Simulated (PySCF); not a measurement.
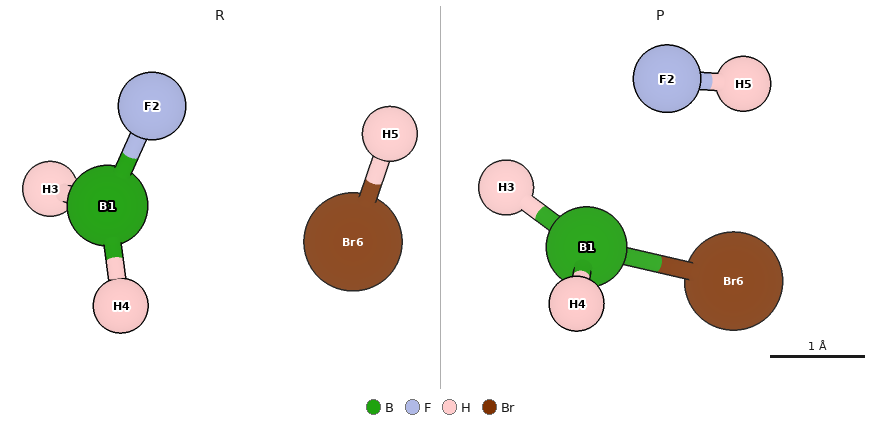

Reactant (R) and product (P) of one elementary step of BH$_{3}$BrF. Style: ball-and-stick. Shown from a free direction.

Stationary points at PBE0-D4/def2-TZVP, single-point energies with CCSD(T)/CBS (def2-TZVPP where no basis is named; PySCF 2.14.0). The energies are electronic, without zero-point or thermal terms, and both ends are the minima reached downhill from the saddle, with any fragments still in contact. CCSD(T)/CBS stands for a frozen-core estimate: MP2 correlation extrapolated from def2-TZVPP and def2-QZVPP, CCSD(T) minus MP2 from the smaller set.

R:
```xyz
6

B     0.1841    0.5842   -0.8171
F     1.3807    0.4694   -0.2613
H    -0.1195   -0.2121   -1.6572
H    -0.4886    1.5229   -0.5038
H     0.1877   -1.2087    1.8674
Br   -1.1444   -1.1558    1.3720
```

P:
```xyz
6

B    -0.5122    0.2390   -0.5220
F     1.4935    0.0075    0.4640
H    -0.1528   -0.3132   -1.5078
H    -0.5194    1.4132   -0.3573
H     1.1641   -0.5202    1.1524
Br   -1.4733   -0.8264    0.7706
```

What is the transition state like, and how high is the barrier?

Counted by bonded pieces, R holds BH₂F + HBr and P holds BH₂Br + HF. From R over the saddle to P, bonds form: B1–Br6 (3.10 → 2.21 → 1.93 Å), F2–H5 (2.96 → 1.20 → 0.93 Å). Bonds break: B1–F2 (1.32 → 1.52 → 2.25 Å), H5–Br6 (1.42 → 1.66 → 2.68 Å). The saddle has one imaginary mode, 886i cm⁻¹. With CCSD(T)/CBS the barrier is 23.2 kcal/mol from R and 11.5 kcal/mol from P, and P lies 11.7 kcal/mol above R.

Saddle geometry:

```xyz
6

B    -0.0770    0.3023   -0.4782
F     1.2218    0.0798    0.2697
H    -0.1034   -0.3093   -1.4957
H    -0.4695    1.4154   -0.3467
H     0.5249   -0.5596    1.0070
Br   -1.0970   -0.9285    1.0440
```

The saddle point in the same view, with dashed sticks for the bonds that form or break:

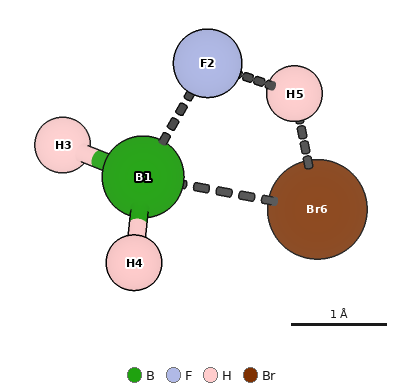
